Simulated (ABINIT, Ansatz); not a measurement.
# PNO (Cc): G0W0 on several meshes in ABINIT, part 2 of 2

Aim: the GW shift of PNO (Cc) against the k mesh.

ABINIT 10.8.3; LDA and many-body steps on it, plane waves. Known limits of the many-body steps: not at the basis limit; coarse k mesh.

So far. Step 4 (2×2×4): The gap on the mesh goes from 5.02 eV to 7.20 eV, a correction of +2.17 eV. Step 5 (Empty states on the mesh, 2×2×2 mesh, 71 bands): On this mesh the gap is 5.021 eV.

### 7. 2×2×2

This step: G0W0 on LDA, plane waves, norm-conserving pseudopotentials.

run.abi reads:

```
acell 3*1.0 Angstrom
rprim 
  3.278002254000 -3.286113380400 0.000000000000
  3.278002254000 3.286113380400 0.000000000000
  -3.028551860300 0.000000000000 3.488865954800
ntypat 3
znucl 15 7 8
natom 6
typat 1 1 2 2 3 3
xred 
  0.730409600000 0.010313920000 0.000167090000
  0.010313920000 0.730409600000 0.500167090000
  0.742864730000 0.382544620000 0.249632690000
  0.382544620000 0.742864730000 0.749632690000
  0.883089610000 0.000777520000 0.750200220000
  0.000777520000 0.883089610000 0.250200220000
pp_dirpath "pseudos"
pseudos "P.upf, N.upf, O.upf"
ecut 36
ngkpt 2 2 2
nshiftk 1
shiftk 0 0 0
kptopt 1
chksymbreak 0
istwfk *1
occopt 1
irdwfk 1
optdriver 4
nband 65
gwcalctyp 0
ecutsigx 36
symsigma 1
nkptgw 2
kptgw 
  0.5000000000 0.5000000000 0.0000000000
  0.0000000000 0.0000000000 0.0000000000
bdgw 
  15 18
  15 18
ecuteps 4.2
irdscr 1
ppmodel 1
indata_prefix "in"
outdata_prefix "out"
tmpdata_prefix "tmp"
```

Launch:

```
> OMP_NUM_THREADS=1 mpirun -n 4 abinit run.abi > log
```

Numbers of over 12 decimals in the logs are rounded to 6 here.

Log:

```text
.Version 10.8.3 of ABINIT. v10.8.2 released Aug 2026.

 Symmetries : space group Cc (#  9); Bravais mC (1-face-center monocl.)
[... echo of the input left out ...]
== DATASET  1 ==================================================================
-   mpi_nproc: 4, omp_nthreads: 1 (-1 if OMP is not activated)

--- !DatasetInfo
iteration_state: {dtset: 1, }
dimensions: {natom: 6, nkpt: 6, mband: 65, nsppol: 1, nspinor: 1, nspden: 1, mpw: 5252, }
cutoff_energies: {ecut:  36.0, pawecutdg:  -1.0, }
electrons: {nelect:   3.20000000E+01, charge:   0.00000000E+00, occopt:   1.00000000E+00, tsmear:   1.00000000E-02, }

 SIGMA: Calculation of the GW corrections

 Based on a program developped by R.W. Godby, V. Olevano, G. Onida, and L. Reining.
 Incorporated in ABINIT by V. Olevano, G.-M. Rignanese, and M. Torrent.
.Using double precision arithmetic ; gwpc =  8

[... cell and pseudopotentials left out ...]
--------------------------------------------------------------------------------

 ==== K-mesh for the wavefunctions ====
 Number of points in the irreducible wedge :     6
[... list of points left out ...]
 Together with  2 symmetry operations and time-reversal symmetry
 yields     8 points in the full Brillouin Zone.

 ==== Q-mesh for screening function ====
 Number of points in the irreducible wedge :     6
[... list of points left out ...]
 Together with  2 symmetry operations and time-reversal symmetry
 yields     8 points in the full Brillouin Zone.

 vcoul_init : cutoff-mode = AUXILIARY_FUNCTION
 q-points for optical limit:   1
     1)      0.000010    0.000020    0.000030
 setmesh: FFT mesh size selected  =    45x   45x   36
          total number of points  =        72900

 Number of electrons calculated from density =   32.0000; Expected =   32.0000
[...]
number of omega for Sigma on real axis              0
 max omega for Sigma on real axis  [eV]           0.00
 zcut for avoiding poles [eV]                     0.10

 EPSILON^-1 parameters (SCR file):
 dimension of the eps^-1 matrix on file            199
 dimension of the eps^-1 matrix used               199
 number of plane-waves for wavefunctions          5209
 number of bands                                    65
 number of q-points in IBZ                           6
 number of frequencies                               2
 number of real frequencies                          1
 number of imag frequencies                          1

 matrix elements of self-energy operator (all in [eV])

 Perturbative Calculation

--- !SelfEnergy_ee
iteration_state: {dtset: 1, }
kpoint     : [   0.500,    0.500,    0.000, ]
spin       : 1
KS_gap     :    5.743
QP_gap     :    8.064
Delta_QP_KS:    2.320
data: !SigmaeeData |
     Band     E0 <VxcDFT>   SigX SigC(E0)      Z dSigC/dE  Sig(E)    E-E0       E
       15   1.395 -16.441 -20.177   3.413   0.813  -0.229 -16.703  -0.262   1.133
       16   2.000 -17.209 -21.029   3.571   0.810  -0.235 -17.411  -0.202   1.798
       17   7.743 -13.687  -7.769  -3.391   0.838  -0.193 -11.569   2.118   9.862
[...]
--- !SelfEnergy_ee
iteration_state: {dtset: 1, }
kpoint     : [   0.000,    0.000,    0.000, ]
spin       : 1
KS_gap     :    5.560
QP_gap     :    7.814
Delta_QP_KS:    2.254
data: !SigmaeeData |
     Band     E0 <VxcDFT>   SigX SigC(E0)      Z dSigC/dE  Sig(E)    E-E0       E
[...]
17   7.021 -12.327  -6.874  -3.167   0.845  -0.183 -10.394   1.933   8.954
       18   7.447 -12.881  -7.465  -3.357   0.846  -0.182 -11.139   1.743   9.190

== END DATASET(S) ==============================================================
================================================================================

 -outvars: echo values of variables after computation  --------
           etotal      0.0000000000E+00
            nband          65
             nkpt           6
          spgroup           9
 [... the other variables as echoed above ...]

 Calculation completed.
```

Run time: 7.5 s. Hardware: 4 MPI ranks of Arm Neoverse N1, shared host; peak memory 0.53 GiB.

This step gave:

- G0W0 gap on the points computed: 7.156 eV
- starting gap on the mesh: 5.021 eV
- k of the valence top: 0.5, 0.5, 0
- k of the conduction bottom: 0, 0, 0
- Z at the valence top: 0.81
- Z at the conduction bottom: 0.845
- least direct G0W0 gap on the computed points: 7.814 eV

Against G0W0 in ABINIT (2×2×4 mesh, 65 bands, screening to 114.3 eV, Godby-Needs plasmon pole), the gap moves by −0.039 eV.

### 8. Empty states on the mesh, 4×4×4 mesh, 71 bands

This step: DFT, LDA, plane waves, norm-conserving pseudopotentials.

Changes to run.abi since step 7:

```diff
@@ -19,3 +19,3 @@
 ecut 36
-ngkpt 2 2 2
+ngkpt 4 4 4
 nshiftk 1
@@ -24,20 +24,10 @@
 chksymbreak 0
+iscf -2
+irdden 1
 istwfk *1
-occopt 1
-irdwfk 1
-optdriver 4
-nband 65
-gwcalctyp 0
-ecutsigx 36
-symsigma 1
-nkptgw 2
-kptgw 
-  0.5000000000 0.5000000000 0.0000000000
-  0.0000000000 0.0000000000 0.0000000000
-bdgw 
-  15 18
-  15 18
-ecuteps 4.2
-irdscr 1
-ppmodel 1
+nband 71
+nbdbuf 6
+tolwfr 1e-09
+nstep 60
+prtvol 0
 indata_prefix "in"
```

Log:

```text
.Version 10.8.3 of ABINIT. v10.8.2 released Aug 2026.

 Symmetries : space group Cc (#  9); Bravais mC (1-face-center monocl.)
[... echo of the input left out ...]
== DATASET  1 ==================================================================
-   mpi_nproc: 4, omp_nthreads: 1 (-1 if OMP is not activated)

--- !DatasetInfo
iteration_state: {dtset: 1, }
dimensions: {natom: 6, nkpt: 24, mband: 71, nsppol: 1, nspinor: 1, nspden: 1, mpw: 5252, }
cutoff_energies: {ecut:  36.0, pawecutdg:  -1.0, }
[...]
1.11568    1.14693    1.15366    1.15997    1.18039    1.20020    1.21026    1.26811
   1.28682    1.30789    1.34212    1.35068    1.36251    1.39038    1.41849    1.44284
   1.45062    1.46662    1.47470    1.49215    1.50856    1.52618    1.57737
 prteigrs : prtvol=0 or 1, do not print more k-points.

== END DATASET(S) ==============================================================
================================================================================

 -outvars: echo values of variables after computation  --------
            nband          71
             nkpt          24
          spgroup           9
 [... the other variables as echoed above ...]

 Calculation completed.
```

It took 92 s on 4 MPI ranks; peak memory 0.42 GiB.

This step gave:

```yaml
gap: 5.021 eV
k_of_the_valence_top: 0.5, 0.5, 0
k_of_the_conduction_bottom: 0, 0, 0
least_direct_gap: 5.560 eV
k_points_computed: 24
lowest_point_of_the_top_converged_band_above_the_valence_top: 37.41 eV
```

On this mesh the gap is 5.021 eV.

### 9. Screening, 4×4×4 mesh, 65 bands, screening to 114.3 eV

This step: RPA screening on LDA, plane waves, norm-conserving pseudopotentials.

Changes to run.abi since step 8:

```diff
@@ -24,10 +24,11 @@
 chksymbreak 0
-iscf -2
-irdden 1
 istwfk *1
-nband 71
-nbdbuf 6
-tolwfr 1e-09
-nstep 60
-prtvol 0
+occopt 1
+irdwfk 1
+optdriver 3
+nband 65
+ecuteps 4.2
+inclvkb 2
+awtr 1
+symchi 1
 indata_prefix "in"
```

Log:

```text
.Version 10.8.3 of ABINIT. v10.8.2 released Aug 2026.

 Symmetries : space group Cc (#  9); Bravais mC (1-face-center monocl.)
[... echo of the input left out ...]
== DATASET  1 ==================================================================
-   mpi_nproc: 4, omp_nthreads: 1 (-1 if OMP is not activated)

--- !DatasetInfo
iteration_state: {dtset: 1, }
dimensions: {natom: 6, nkpt: 24, mband: 65, nsppol: 1, nspinor: 1, nspden: 1, mpw: 5252, }
cutoff_energies: {ecut:  36.0, pawecutdg:  -1.0, }
[...]
--------------------------------------------------------------------------------
[... chi0 elements left out ...]
 For q-point:  0.000010 0.000020 0.000030
  dielectric constant =   3.2409
  dielectric constant without local fields =   3.5273

  Average fulfillment of the sum rule on Im[epsilon] for q-point    1 :     44.51  [%]
[... wings left out ...]
  q-point number  2        q = ( 0.250000, 0.000000, 0.000000) [r.l.u.]
--------------------------------------------------------------------------------
[... chi0 elements left out ...]
  Average fulfillment of the sum rule on Im[epsilon] for q-point    2 :     61.71  [%]

 [... 22 further q-points ...]
```

Elapsed: 2.9 min, on 4 MPI ranks; peak memory 1.4 GiB; 11 min of CPU time.

This step gave:

| Property | Result |
| --- | --- |
| ε∞ with local fields, on this mesh, along the program's q direction | 3.241 |
| the same without local fields | 3.527 |
| plasma frequency | 24.23 eV |
| plane waves in the screening matrix | 199 |

### 10. 4×4×4

This step: G0W0 on LDA, plane waves, norm-conserving pseudopotentials.

Changes to run.abi since step 9:

```diff
@@ -27,8 +27,17 @@
 irdwfk 1
-optdriver 3
+optdriver 4
 nband 65
+gwcalctyp 0
+ecutsigx 36
+symsigma 1
+nkptgw 2
+kptgw 
+  0.5000000000 0.5000000000 0.0000000000
+  0.0000000000 0.0000000000 0.0000000000
+bdgw 
+  15 18
+  15 18
 ecuteps 4.2
-inclvkb 2
-awtr 1
-symchi 1
+irdscr 1
+ppmodel 1
 indata_prefix "in"
```

Log:

```text
.Version 10.8.3 of ABINIT. v10.8.2 released Aug 2026.

 Symmetries : space group Cc (#  9); Bravais mC (1-face-center monocl.)
[... echo of the input left out ...]
== DATASET  1 ==================================================================
-   mpi_nproc: 4, omp_nthreads: 1 (-1 if OMP is not activated)

--- !DatasetInfo
iteration_state: {dtset: 1, }
dimensions: {natom: 6, nkpt: 24, mband: 65, nsppol: 1, nspinor: 1, nspden: 1, mpw: 5252, }
cutoff_energies: {ecut:  36.0, pawecutdg:  -1.0, }
[...]
Band     E0 <VxcDFT>   SigX SigC(E0)      Z dSigC/dE  Sig(E)    E-E0       E
[...]
17   7.021 -12.329  -7.039  -3.256   0.842  -0.188 -10.616   1.712   8.734
       18   7.447 -12.883  -7.647  -3.436   0.843  -0.187 -11.366   1.517   8.964

== END DATASET(S) ==============================================================
================================================================================

 -outvars: echo values of variables after computation  --------
           etotal      0.0000000000E+00
            nband          65
             nkpt          24
          spgroup           9
 [... the other variables as echoed above ...]

 Calculation completed.
```

Elapsed: 18 s, on 4 MPI ranks; peak memory 1.3 GiB.

This step gave:

```
G0W0 gap on the points computed              : 7.303 eV
starting gap on the mesh                     : 5.021 eV
k of the valence top                         : 0.5, 0.5, 0
k of the conduction bottom                   : 0, 0, 0
least direct G0W0 gap on the computed points : 7.97 eV
```

Against G0W0 in ABINIT (2×2×4 mesh, 65 bands, screening to 114.3 eV, Godby-Needs plasmon pole), the gap moves by +0.108 eV.

### 11. The runs together

Times are wall times on 4 MPI ranks of Arm Neoverse N1, shared host, good to a factor of about two. A run's time includes the screening step that it read.

```
  run   mesh  bands  screening cutoff (eV)  DFT gap (eV)  gap on the mesh (eV)  direct (eV)  ε∞ used     time
2×2×4  2×2×4     65                  114.3         5.021                 7.195        7.854     3.24     37 s
2×2×2  2×2×2     65                  114.3         5.021                 7.156        7.814     3.31     23 s
4×4×4  4×4×4     65                  114.3         5.021                 7.303        7.970     3.24  3.2 min
```

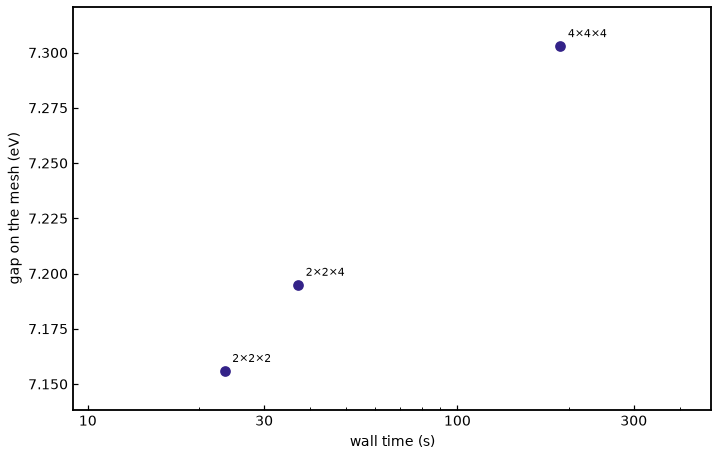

Result against wall time.

### 12. Results

```yaml
2x2x4: 7.195 eV
2x2x2: 7.156 eV
4x4x4: 7.303 eV
known_limits: not at the basis limit; coarse k mesh
```

2×2×2: −0.039 eV against 2×2×4. 4×4×4: +0.108 eV against 2×2×4. Bands and cutoff are finite, so the gap is not at the basis limit. The miss can reach some tenths of an eV and take either sign; the mesh is an error of its own. In the G0W0 runs levels were corrected at 2 k points alone, so a gap called «on the mesh» is the least over those, and an edge elsewhere would be missed. The 2×2×4 mesh is coarse for this cell, which bears on the long-range parts of exchange and screening.

[Paths, hosts, dates, memory and timing lines, banners, echoed tables and standing remarks are left out of the program output.]

[Logs are printed without paths, hosts, clocks, repeated set-up lines and the standing remarks that a program may print on its own settings, such as how far it seeks lower states.]

[Runs of the session that timed out or met a known fault of the program may be left out.]

[Hosts, paths, dates, database ids (printed as entryN), source tags and the programs' standing remarks are cut or masked in the printed files.]

[G0W0 gaps are taken among the corrected bands and points alone; a level outside them can change the order at an edge.]

[Where Ansatz stands beside ABINIT at settings called matched, ABINIT's density can come from a denser mesh and the files from another edition; pairs whose starting gaps differed by over 0.03 eV were left out, so agreement reads better than it is.]
